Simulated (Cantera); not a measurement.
A closed system holds: 1 mol MgO, 3.4 mol CH4, 0.029 mol CO, 0.029 mol H2S, at 240 Pa.

Equilibrium computed with Cantera from the NASA thermochemical tables; the gas is ideal and each condensed phase is pure. Candidate condensed phases: C, C6H6, C7H8, C8H18, H2O, H2SO4, Mg, MgCO3, MgO, Mg(OH)2, MgS, MgSO4, S; 130 gas species. The tables' values for MgH are old estimates; treat these amounts as uncertain. Equilibrium is a limit: real reactors are often held back by kinetics, nucleation or transport.

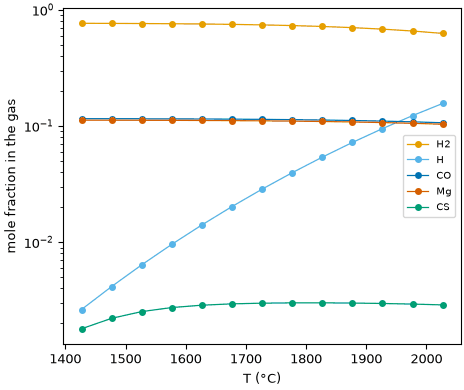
Figure: Equilibrium gas composition (values under 1e-9 drawn at 1e-9)

From 1427 °C to 2027 °C the condensed part is C(graphite). The main Mg-bearing gas is Mg throughout.
